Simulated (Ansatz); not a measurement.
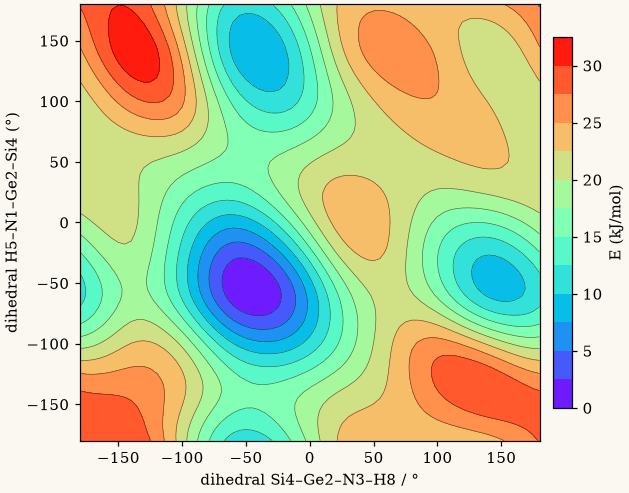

Energy landscape of GeH₈N₂Si, SMILES [NH2][GeH]([NH2])[SiH3]. The first coordinate is: dihedral Si4–Ge2–N3–H8; the second: dihedral H5–N1–Ge2–Si4. Nothing is relaxed (all other coordinates rigid). The scan uses a 9 × 9 grid. Energies: kJ/mol, counted from the relaxed molecule at the same level. Level of theory: RKS PBE-D4/def2-TZVP in Ansatz.

The picture shows filled contours. Between grid points the surface is interpolated. 

Describe this landscape.

The lowest grid point is at dihedral Si4–Ge2–N3–H8 = −60°, dihedral H5–N1–Ge2–Si4 = −60°, 1.4 kJ/mol from the relaxed molecule at the same level. The bottom of the well lies between grid points, at about dihedral Si4–Ge2–N3–H8 = −45°, dihedral H5–N1–Ge2–Si4 = −55°, about 1.3 kJ/mol lower on the interpolated surface. Higher local minima lie near dihedral Si4–Ge2–N3–H8 = −60°, dihedral H5–N1–Ge2–Si4 = 140° (8.2 kJ/mol above the lowest at that grid point); dihedral Si4–Ge2–N3–H8 = 140°, dihedral H5–N1–Ge2–Si4 = −60° (8.3 kJ/mol above the lowest at that grid point). The highest grid point, dihedral Si4–Ge2–N3–H8 = −140°, dihedral H5–N1–Ge2–Si4 = 140°, lies 30.4 kJ/mol above the lowest. On the interpolated surface the easiest way out of the lowest well to the well at about dihedral Si4–Ge2–N3–H8 = −40°, dihedral H5–N1–Ge2–Si4 = 140° passes a barrier of about 15 kJ/mol, counted from the interpolated bottom of the well. Round the minimum the valley is somewhat tilted: raising dihedral Si4–Ge2–N3–H8 shifts the best value of dihedral H5–N1–Ge2–Si4 downwards (coupling k₁₂/√(k₁₁k₂₂) about 0.3).

The values on the grid:

| dihedral H5–N1–Ge2–Si4 ↓, dihedral Si4–Ge2–N3–H8 → | −180 | −140 | −100 | −60 | −20 | 20 | 60 | 100 | 140 |
| --- | --- | --- | --- | --- | --- | --- | --- | --- | --- |
| 140 | 24.6 | 31.8 | 24.1 | 9.6 | 9.6 | 20.7 | 26.5 | 24.7 | 21.0 |
| 100 | 21.4 | 26.6 | 25.4 | 14.4 | 11.3 | 17.9 | 23.4 | 24.8 | 22.4 |
| 60 | 21.2 | 21.0 | 20.2 | 17.2 | 17.3 | 20.1 | 21.3 | 22.6 | 23.2 |
| 20 | 21.2 | 20.6 | 15.5 | 12.9 | 17.6 | 23.5 | 22.5 | 19.2 | 19.5 |
| −20 | 15.7 | 19.8 | 12.0 | 4.3 | 9.4 | 20.7 | 22.6 | 15.3 | 11.0 |
| −60 | 11.7 | 18.1 | 12.1 | 1.4 | 2.9 | 14.4 | 20.9 | 17.1 | 9.7 |
| −100 | 19.0 | 22.6 | 19.5 | 10.0 | 8.4 | 14.6 | 21.7 | 25.9 | 22.1 |
| −140 | 27.7 | 27.0 | 23.0 | 16.4 | 16.3 | 19.9 | 22.7 | 27.4 | 29.7 |
| −180 | 27.6 | 29.6 | 21.1 | 11.5 | 14.0 | 22.3 | 24.6 | 23.7 | 24.2 |

Each point was launched as `ansatz run input.yaml --threads 1 --pin off --max-ram 2560MiB --backend cpu --events-out ev --progress --plain --runs-dir out`. Time for the 81 points that were run: 11 min on 1 thread of Intel(R) Xeon(R) Platinum 8375C CPU @ 2.90GHz (Ice Lake) (shared host).
